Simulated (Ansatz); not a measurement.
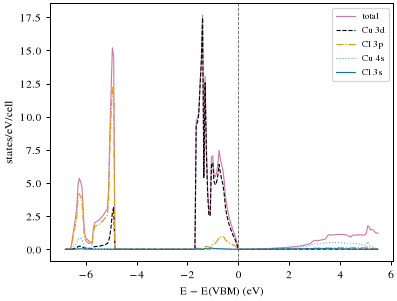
Total and projected density of states of CuCl (zinc blende, space group No. 216), the program Ansatz at the PBE level (PAW)

### Question
Which orbitals carry the states next to the gap?

### Answer
Top 1 eV of the valence band: Cu 3d 84 %, Cl 3p 14 %. Bottom 1 eV of the conduction band: Cu 4s 67 %, Cl 3s 18 %, Cl 3p 11 %. Projections are on Löwdin-orthogonalised atomic valence shells; empty p or d shells of many metals are not among them.

### Question
Where is the tallest occupied peak in this window, and what makes it?

### Answer
Near -1.4 eV, about 18 states/eV per cell; the largest projected share is Cu 3d.

Space group F-43m (zinc blende). Symmetry was held in the PBE relaxation. The run is not spin-polarised.

Potentials: the earlier of the program's two PAW sets.
